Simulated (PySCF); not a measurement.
H₂InO (SMILES [OH2+][In]) (charge +1)

Input

```
from pyscf import gto, dft

system = gto.M(
    atom=[
    ('In', (1.202569, -0.946023, -0.479293)),
    ('O', (-0.565286, 0.755465, -0.654108)),
    ('H', (-0.494000, 1.703469, -0.451403)),
    ('H', (-1.484319, 0.619136, -0.939901)),
],
    ecp={'In': 'def2-svp'},
    spin=0,
    verbose=3,
    basis='def2-tzvpd',
    max_memory=3720,
    charge=1,
)

mf = dft.RKS(system, xc='pbe0')
mf = mf.density_fit(auxbasis='def2-universal-jkfit')
mf.max_cycle = 100
mf.grids.level = 3
mf.conv_tol = 1e-09
mf.kernel()
if not mf.converged:
    mf = mf.newton().run(mf.mo_coeff, mf.mo_occ)

e_tot = mf.e_tot
print(f'total energy: {e_tot:.8f} hartree')
grad = mf.nuc_grad_method().kernel()
dip = mf.dip_moment()
pop, q = mf.mulliken_pop()
```

Launched as:

```sh
OMP_NUM_THREADS=2 python run.py
```

Geometry: B3LYP-D3(BJ)/def2-SVP; core potentials replace the inner electrons of In.

Computed with Gaussian-basis quantum chemistry of an isolated molecule with PySCF, energy and nuclear gradient, functional PBE0 in PySCF 2.14.0.

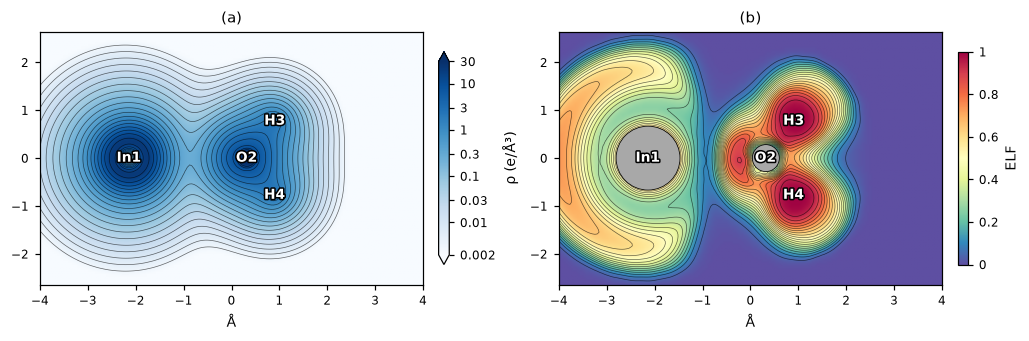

Figure 1. (a) electron density; (b) ELF on the molecular plane. Grey discs cover the atomic cores in the ELF map.

Question: Read the bonding off the picture.

Answer: The plane passes through In, O and H nuclei. In–O (2.46 Å): ρ is about 0.26 e/Å³ halfway; the ELF is about 0.10 at the midpoint. O–H (0.97 Å): the density is about 3.8 e/Å³ at the midpoint; the ELF climbs to about 1 towards the hydrogen, as it does in any bond to H (an ordinary covalent bond to hydrogen).

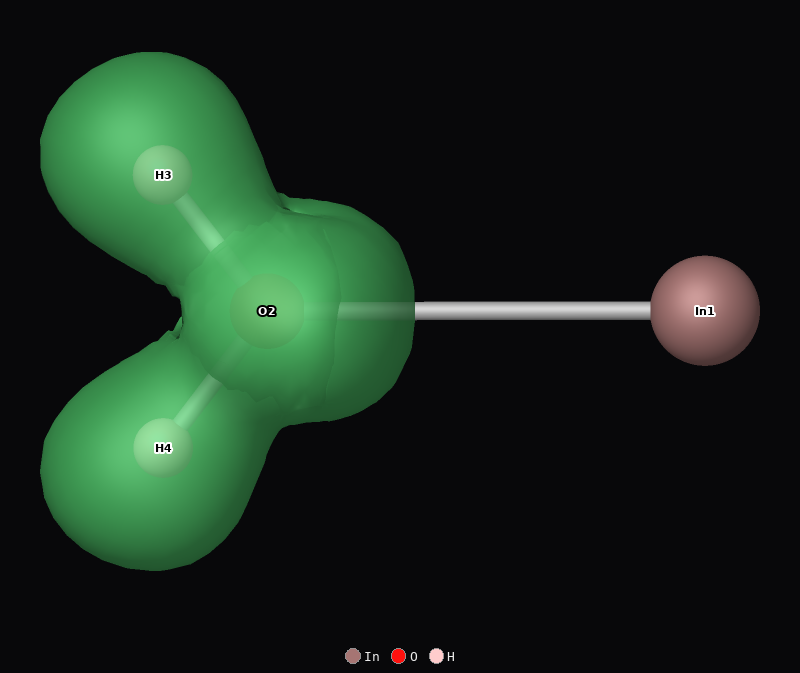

Figure 2. Isosurface of the electron localisation function at 0.75 (green), seen across its widest extent. Only the valence region is drawn (cores and ρ < 0.01 e/Å³ removed).

Question: Identify the bonds, lone pairs and shells in this picture.

Answer: At this value the surface marks out one joined region spread over several atoms (H, O), in which their bonds and any lone pairs are merged.

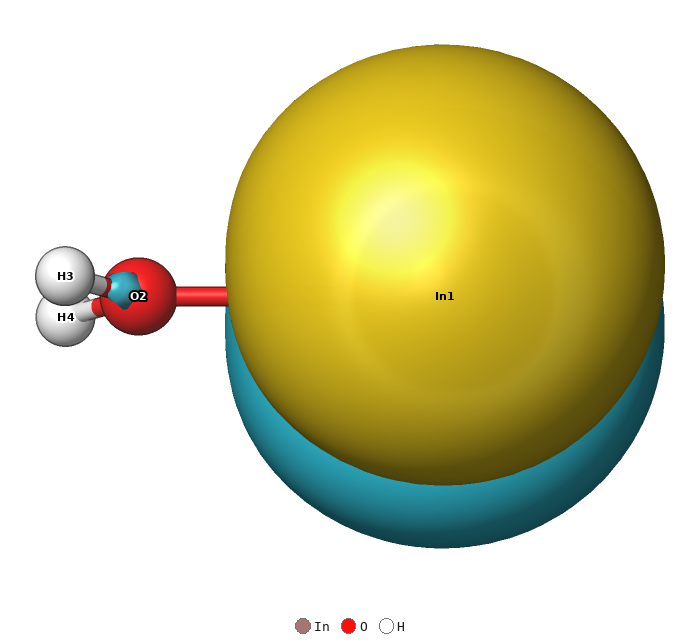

Figure 3. The LUMO at ±0.08 Å⁻³ᐟ² (yellow and cyan are the two phases), seen from one side.

Question: Describe this orbital and give its energy.

Answer: It lies mainly on In1 (about 95 %); it is symmetric in the molecular plane (an in-plane orbital: σ, lone-pair or in-plane π type). Its energy is −6.78 eV.

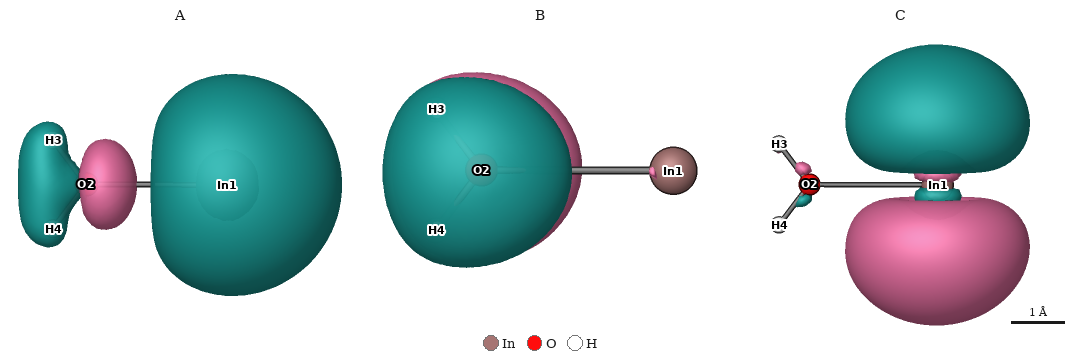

Figure 4. Three frontier orbitals at ±0.08 Å⁻³ᐟ² (teal and pink are the two phases), in no order.

Question: Order the three orbitals by energy and name them.

Answer: B is the HOMO−1 (−15.29 eV). Its weight (Hirshfeld) is mainly on O2 (about 85 %); it changes sign across the molecular plane (π type). A is the HOMO (−14.00 eV). By Hirshfeld shares it lies mainly on In1 (about 90 %) and O2 (about 10 %); it is symmetric in the molecular plane (an in-plane orbital: σ, lone-pair or in-plane π type). C is the LUMO (−6.78 eV). By Hirshfeld shares it lies mainly on In1 (about 95 %); it is symmetric in the molecular plane (an in-plane orbital: σ, lone-pair or in-plane π type).

Question: What is the HOMO–LUMO gap?

Answer: 7.22 eV between the orbital energies.
